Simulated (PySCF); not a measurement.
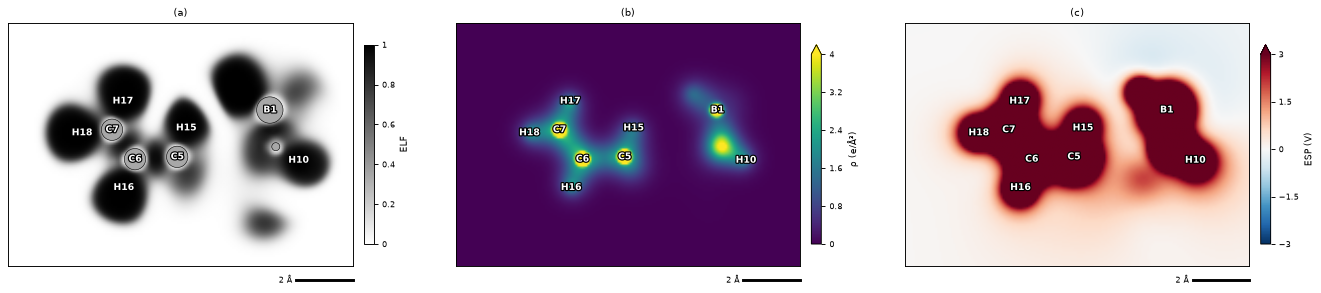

Figure. C$_{3}$H$_{11}$B$_{2}$NSi (SMILES BN[SiH2]BCC=C). (a) ELF; (b) total electron density; (c) electrostatic potential on the plane of atoms C6, C7 and H17. Grey discs cover the atomic cores in the ELF map.

Geometry: GFN2-xTB.

Method: PBE0/pcSseg-1, SCF density, gas phase, non-relativistic in PySCF.

Input

```
{"job": {"kind": "nmr", "xc": "PBE0", "basis": "pcSseg-1"}, "charge": 0, "multiplicity": 1}
B     -2.319536     1.378666     0.220231
N     -2.500164     0.001548     0.172070
Si    -1.771183    -1.197953    -0.895850
B      0.148753    -0.887447    -1.166385
C      1.002133    -0.177277    -0.049480
C      2.485862    -0.205415    -0.234375
C      3.214569     0.817042    -0.643271
H     -2.934110     2.026780     0.981846
H     -1.545571     1.876584    -0.509013
H     -3.196561    -0.374301     0.797973
H     -2.623758    -1.219935    -2.105814
H     -2.085335    -2.463567    -0.192557
H      0.691142    -1.227333    -2.150938
H      0.753759    -0.566864     0.943398
H      0.660247     0.865338    -0.036613
H      2.958466    -1.158202    -0.029101
H      2.773223     1.777210    -0.859055
H      4.279306     0.741442    -0.784242
```

Run with:

```sh
OMP_NUM_THREADS=1 python probes_run.py task.json out
```

Question: Describe what can be read from this map.

Answer: The plane passes through B, C and H nuclei. C–C (1.32 Å): ρ is about 2.3 e/Å³ halfway; the ELF peaks at about 0.90 between the atoms; a multiple bond. C–C (1.50 Å): ρ at the midpoint is about 1.7 e/Å³; the ELF peaks at about 0.95 between the atoms; a covalent bond. Outside the dense part of the molecule the potential is most negative (−0.5 V) near H9, which lies off the plane.
